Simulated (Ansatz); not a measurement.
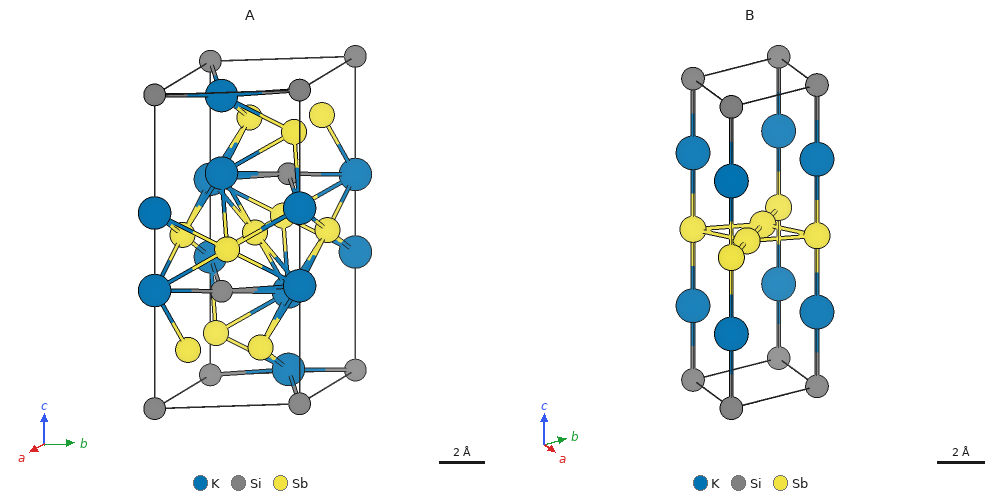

Two structures of K2SiSb3, each relaxed to rest (conventional cells in solid outline, small ones repeated, not to one scale). Method: DFT PBE, scalar-relativistic, plane waves, PAW (Ansatz), without spin polarisation.

### Name structures A and B.

A: 18 atoms a cell on a rhombohedral (trigonal R) lattice, R-3m. B: 6 atoms a cell on a primitive hexagonal lattice, P6/mmm.

### What is the energy order of the two?

A is lower, by 802 meV/atom at this level of theory (energies at zero smearing). Volumes: A 29.8, B 57.2 Å³/atom.

One or both may be structure types tried for this composition rather than known phases.
